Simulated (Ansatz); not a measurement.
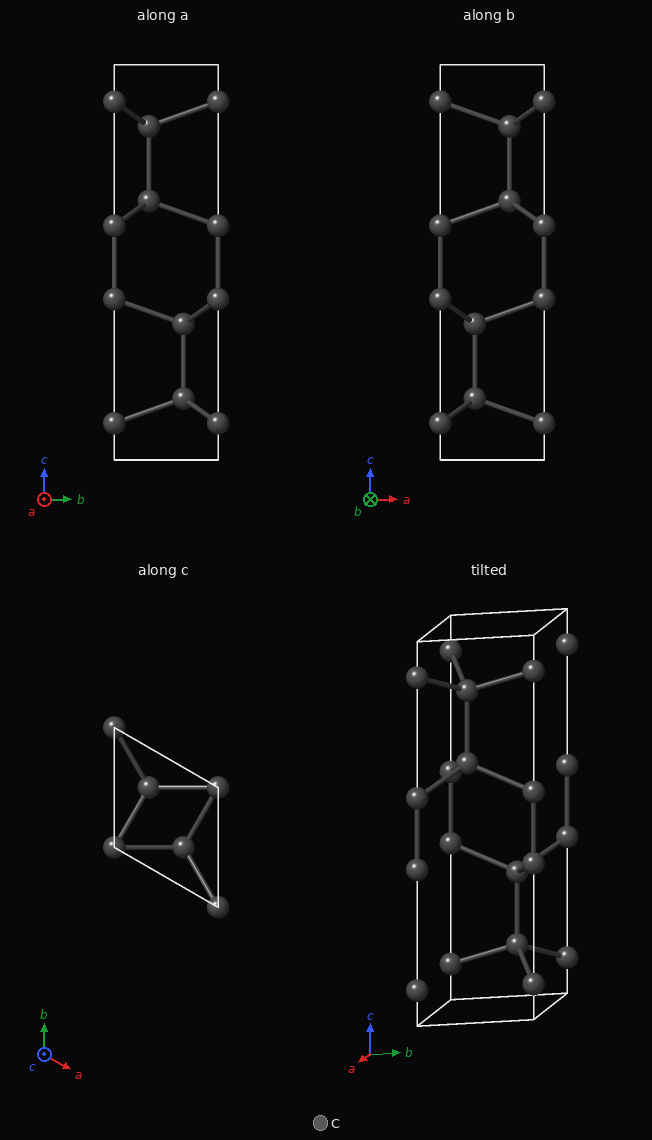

Crystal structure, ball-and-stick style, seen along the a axis, along the b axis, along the c axis and slightly off an axis. Lines trace the edges of the conventional unit cell.

Lattice parameters: a = 2.518 Å, b = 2.518 Å, c = 8.304 Å, α = 90.00°, β = 90.00°, γ = 120.00°. Put a along x and b in the xy plane.

### Set out the cell and atoms as a POSCAR file, with free fractional coordinates to two decimals.

```
C
1.0
     2.518    0.000    0.000
    -1.259    2.181    0.000
     0.000    0.000    8.304
C
8
Direct
  0.00 0.00 0.91
  0.3333 0.6667 0.16
  0.00 0.00 0.41
  0.6667 0.3333 0.66
  0.00 0.00 0.09
  0.3333 0.6667 0.34
  0.00 0.00 0.59
  0.6667 0.3333 0.84
```

Starting structure: a structure type filled with this element by a generator (whether the element takes this form wasn't checked). The picture shows the end point of a geometry optimisation with DFT, PBE, plane waves, PAW in Ansatz 0.2.0.
